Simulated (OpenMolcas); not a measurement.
Exact exchange and the vertical energy of the triplet above the singlet of C4H2

C4H2: 6 atoms, total charge 0, spin state singlet. SMILES: `C#CC#C`. The shape is that of a PBE0-D4/def2-TZVP optimisation.

The vertical energy of the triplet above the singlet y, in eV, basis aug-cc-pVDZ; a is the functional's share of exact exchange. Programs: OpenMolcas 26.06.

```
functional     program     a  y (eV)
    revPBE  OpenMolcas     0    4.03
      BLYP  OpenMolcas     0    4.08
     B3LYP  OpenMolcas   0.2       ?
      PBE0  OpenMolcas  0.25    4.10
     BHLYP  OpenMolcas   0.5    4.17
```

Fit y = c + s·a to the known rows and predict B3LYP.


1. Means of the 4 rows: a = 0.1875, y = 4.095.
2. Σ(Δa)² = 0.17188, Σ(Δa·Δy) = 0.03875, so the slope is 0.03875/0.17188 = 0.22545.
3. Intercept: 4.095 − (0.22545) × 0.1875 = 4.053. The largest residual of the fit is 0.027.
4. B3LYP: 4.053 + (0.22545) × 0.2 = 4.10 eV.

The run gave 4.14 eV, so the prediction is off by -0.04 eV, about the scatter of the fit.

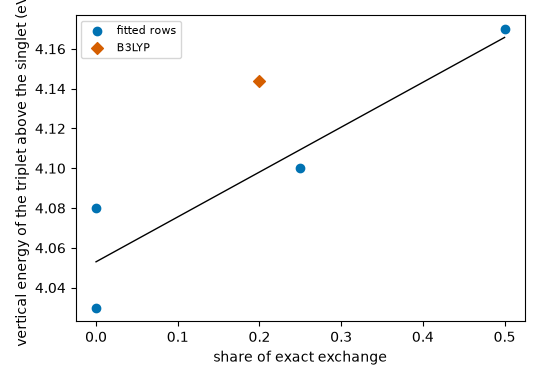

The fitted line, with the withheld row.
